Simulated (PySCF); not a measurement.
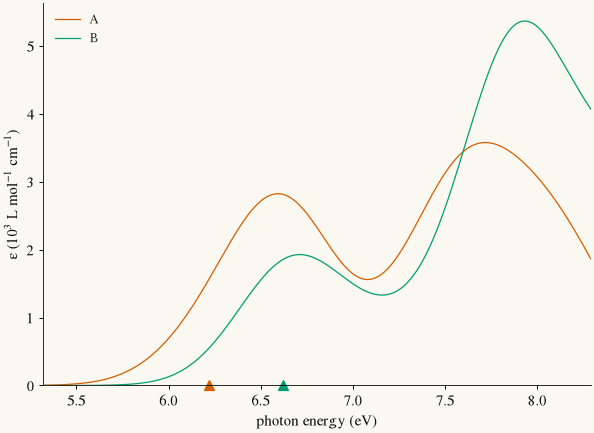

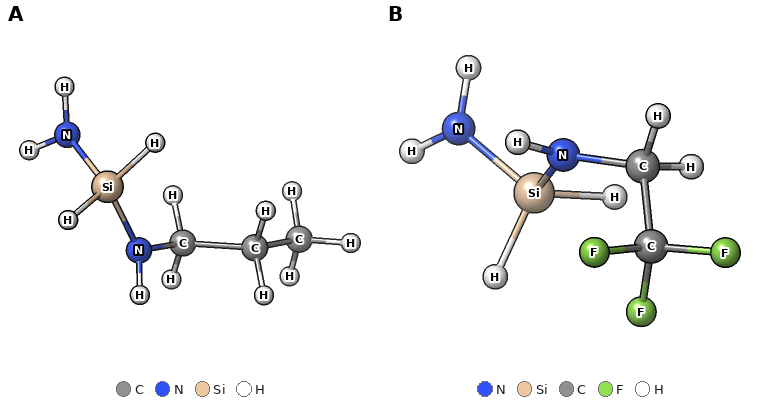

Related molecules: A is C₃H₁₂N₂Si, SMILES CCCN[SiH2]N; B is C₂H₇F₃N₂Si, SMILES N[SiH2]NCC(F)(F)F. Vertical TDDFT absorption, CAM-B3LYP/def2-SVPD in PySCF 2.14.0, at a PBE0-D3(BJ)/def2-SVP geometry (no frequency check); Gaussians of 1/e half-width 0.40 eV, triangles mark S1, and the range ends where the computed states of one molecule run out.

How does the lowest singlet move?

A: 6.22 eV (f = 0.015, mainly HOMO → LUMO (54 %)); B: 6.62 eV (f = 0.033, mixed, the largest part being HOMO−1 → LUMO (49 %)). From A to B it shifts 0.40 eV to the blue; the leading orbital pair differs.

And the brightest state of each within the range drawn?

A: S2 at 6.59 eV, f = 0.05; B: S6 at 7.95 eV, f = 0.06.

Limits of at least one run: core orbitals are frozen in the response; one conformer of a flexible molecule; states above the negative HOMO energy depend on the basis.
